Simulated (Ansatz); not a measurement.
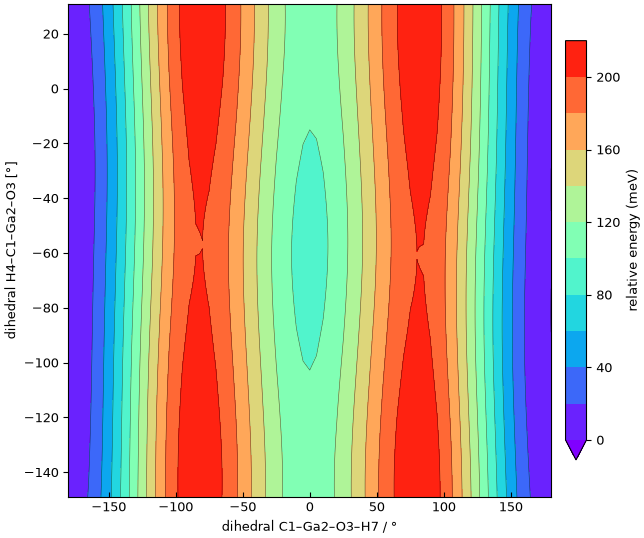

Energy landscape of CH₄GaO, SMILES [CH3][Ga][OH], spin multiplicity 2. First axis: dihedral C1–Ga2–O3–H7. Second axis: dihedral H4–C1–Ga2–O3. Nothing is relaxed (all other coordinates rigid). Grid: 8 × 7 points. All energies are given in meV relative to the lowest grid point. These are results of UKS r2SCAN0-D4/def2-TZVP in Ansatz, not measurements.

In the figure: filled contours. Between grid points the surface is interpolated. 

What does the map say about the system?

Answer. The lowest grid point is at dihedral C1–Ga2–O3–H7 = −180°, dihedral H4–C1–Ga2–O3 = −89°. The same energy is found, by symmetry, at dihedral C1–Ga2–O3–H7 = −180°, dihedral H4–C1–Ga2–O3 = −29°. A higher local minimum lies near dihedral C1–Ga2–O3–H7 = 0°, dihedral H4–C1–Ga2–O3 = −59° (93 meV above the lowest at that grid point). The highest grid point, dihedral C1–Ga2–O3–H7 = 90°, dihedral H4–C1–Ga2–O3 = 31°, lies 211 meV above the lowest.

Grid values (meV):

```tsv
dihedral H4–C1–Ga2–O3 ↓, dihedral C1–Ga2–O3–H7 →	−180	−135	−90	−45	0	45	90	135
31	7	94	211	167	106	163	211	99
1	2	89	207	164	104	160	209	96
−29	0	85	199	156	97	154	202	92
−59	0	87	197	151	93	151	197	87
−89	0	92	202	154	97	156	199	85
−119	2	96	209	160	104	164	207	89
−149	7	99	211	163	106	167	211	94
```

The whole map (56 points run) took 12 min on 1 thread of Intel(R) Xeon(R) 6975P-C (Granite Rapids) (shared host).
